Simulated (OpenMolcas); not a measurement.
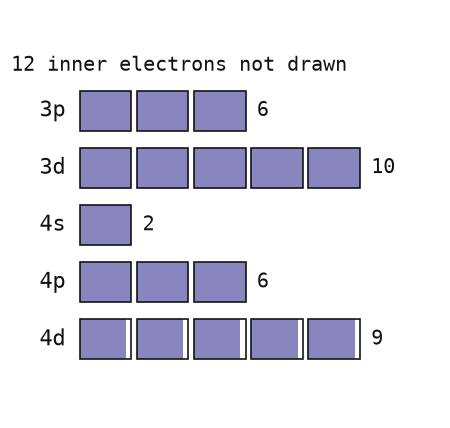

**Figure 1.** The outer shells of the leading configuration of the lowest level: a box for each of the 2l + 1 orbitals, shaded by the share of the shell that is filled, with the electron count at the right.

## Multiconfigurational calculation, with input and output: Ag²⁺ complex

System: Ag²⁺ with 8 ligands (F; cube, 2.323 Å), embedded in CaF2 by model potentials and point charges, whose field is part of the energies.
Method: state-averaged SS-CASPT2, IPEA shift 0.25, imaginary shift 0.1 hartree, closed shells 4s 4p of the metal and the valence shells of the ligands correlated, active space 9 electrons in the shell 4d, basis ANO-RCC-VDZP on the metal and ANO-RCC-VDZP on the ligands, DKH2 scalar Hamiltonian, spin-orbit coupling by RASSI with atomic mean-field integrals (OpenMolcas).

### The input
```
&GATEWAY
Basis set
Ag.ANO-RCC-VDZP.
Ag1 0.0 0.0 0.0 Angstrom
End of basis
Basis set
F.ANO-RCC-VDZP.
L1 1.341185 1.341185 1.341185 Angstrom
L2 1.341185 1.341185 -1.341185 Angstrom
L3 1.341185 -1.341185 1.341185 Angstrom
L4 1.341185 -1.341185 -1.341185 Angstrom
End of basis
Basis set
Ca.EMB-AIMP.Pascual.0s.0s.ECP.CaF2.
PseudoCharge
* 21 symmetry-unique lattice sites within 7.6 angstrom
End of basis
Basis set
F.EMB-AIMP.Pascual.0s.0s.ECP.CaF2.
PseudoCharge
* 40 symmetry-unique lattice sites within 7.6 angstrom
End of basis
Symmetry
XYZ
AngMom=0.0 0.0 0.0
AMFI
RICD
XField
1348 Angstrom 0
* Evjen-weighted lattice charges
&SEWARD
&RASSCF
FileOrb=start.orb
Symmetry=1
Spin=2
nActEl=9 0 0
Inactive=29 29
Ras2=5 0
CIRoot=5 5 1
SDav=5
CIMx=300
Iter=150 100
PrWF=0.3
OrbListing=Nothing
MaxOrb=0
LevShft=1.0
>>> COPY $Project.JobIph JOB001
&RASSI
NrOfJobIphs=1 5
1 2 3 4 5
IphNames
JOB001
EJob
SpinOrbit
DIPRint=1.0
SOCoupling=1000.0
Subsets=2
Property=9
'ANGMOM' 1 'ANGMOM' 2 'ANGMOM' 3 'MLTPL  1' 1 'MLTPL  1' 2 'MLTPL  1' 3
'AMFI' 1 'AMFI' 2 'AMFI' 3
SOProperty=3
'ANGMOM' 1 'ANGMOM' 2 'ANGMOM' 3
>>> COPY JOB001 $Project.JobIph
&CASPT2
Multistate=5 1 2 3 4 5
NoMult
Frozen=12 10
IPEA=0.25
Imaginary=0.1
MaxIter=60
WThr=0.0 0.3 0.05
PrWF=0.5
NoMix
```

The file start.orb holds starting orbitals from an earlier step. A driver script formed the levels outside the program, from RASSI's spin-orbit matrix and the CASPT2 energies (for multi-state variants, the effective Hamiltonian), averaged over the components of each term or state. The log and the time are those of the CASPT2 step.

Command:
```bash
OMP_NUM_THREADS=1 MOLCAS_MEM=2457 MOLCAS_PROJECT=a pymolcas a.inp > a.log  # once for each step of the input, in one work folder
```

### Log (extracts)
```
--- CASPT2 ---
Orbital specifications:
      -----------------------

      Symmetry species                           1   2
                                                ag  au
      Frozen orbitals                           12  10
      Inactive orbitals                         17  19
      Active orbitals                            5   0
      Secondary orbitals                        43  49
      Deleted orbitals                           0   0
      Number of basis functions                 77  78
Type of calculation                        SS-CASPT2
      Fock operator                              state-specific
      IPEA shift                                 0.25
      Real shift                                 0.00
      Imaginary shift                            0.10
      The input orbitals will be transformed to quasi-canonical
Reference energy:       -6109.8140309264
      E2 (Non-variational):      -1.9775150563
      Shift correction:          -0.0011675063
      E2 (Variational):          -1.9786825626
      Total energy:           -6111.7927134889
      Residual norm:              0.0000007222
      Reference weight:           0.69258
      Contributions to the CASPT2 correlation energy
      Active & Virtual Only:         -0.1817035392
      One Inactive Excited:          -0.1850858534
      Two Inactive Excited:          -1.6107256636
Reference energy:       -6109.8140309263
      E2 (Non-variational):      -1.9773541135
      Shift correction:          -0.0011650513
      E2 (Variational):          -1.9785191647
      Total energy:           -6111.7925500910
      Residual norm:              0.0000006807
      Reference weight:           0.69267
      Contributions to the CASPT2 correlation energy
      Active & Virtual Only:         -0.1816831634
      One Inactive Excited:          -0.1850022373
      Two Inactive Excited:          -1.6106687128
::    CASPT2 Root  1     Total energy:  -6111.79271349
::    CASPT2 Root  2     Total energy:  -6111.79255009
::    CASPT2 Root  3     Total energy:  -6111.79271904
::    CASPT2 Root  4     Total energy:  -6111.75563964
::    CASPT2 Root  5     Total energy:  -6111.75566276
```

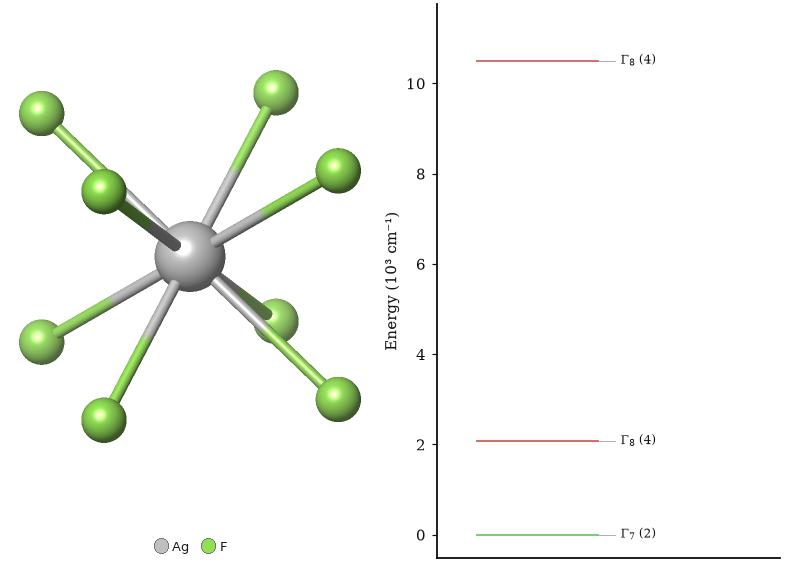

**Figure 2.** Ag²⁺ (4d⁹) as a dopant in CaF₂, a cluster with its 8 nearest F⁻ at 2.323 Å (cube) embedded in model potentials and point charges; the geometry was set, not optimised, and its levels. Labels give the representation in O, Td, D4 or D3 as the site allows (double group for half-integer spin) where it could be assigned and, in brackets, the degeneracy; spin-free states, where drawn, share the zero of the spin-orbit levels. The ground level is Γ₇, a Kramers doublet, 100 % from states of spin multiplicity 2. Its principal g values are 1.86, 1.86 and 1.86, isotropic. The next level lies at 2,070 cm⁻¹ (Γ₈).

### Key numbers

```
                                 quantity                                                                 value
                                  outcome                                                             converged
      energy of the lowest spin-free term                                                   −6111.79266 hartree
    energy of the lowest spin-orbit level                                                   −6111.80077 hartree
                CASPT2 correlation energy                                                       −1.9786 hartree
largest spread among components of a term                                                             37.1 cm⁻¹
                  lowest reference weight                                                                 0.693
                                 hardware  1 thread of Arm Neoverse V1, 24 GiB of memory available, shared host
                                wall time                                                                  21 s
                              peak memory                                                              0.38 GiB
```

### Notes

To bear in mind: the geometry is set by hand, with no relaxation.
